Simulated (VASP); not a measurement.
Energy against volume of GaP (zinc blende). Computed with HSE06 screened hybrid, VASP's PBE PAW potentials (set 64) (plane waves; VASP).

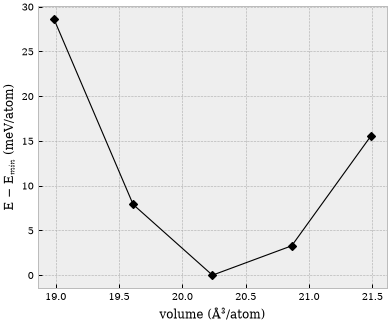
*Energy against volume*

Estimate the equilibrium volume and the bulk modulus.

The minimum lies near 20.4 Å³/atom, and the curvature gives B0 of about 88 GPa.

Measured: bulk modulus 89.6 GPa at 0 K (computed value off by -1.9 %), as given by Daniel Mejia-Rodriguez et al., Physical Review B (2018), arXiv:1807.09216 [0 K value with the zero-point phonon effect removed]; a 5.439 Å at 0 K (computed value off by +0.4 %), as given by Daniel Mejia-Rodriguez et al., Physical Review B (2018), arXiv:1807.09216 [static lattice: zero-point anharmonic expansion removed].

The compound is GaP in the zinc blende structure. It was relaxed first. The cell's shape comes from a PBE relaxation.
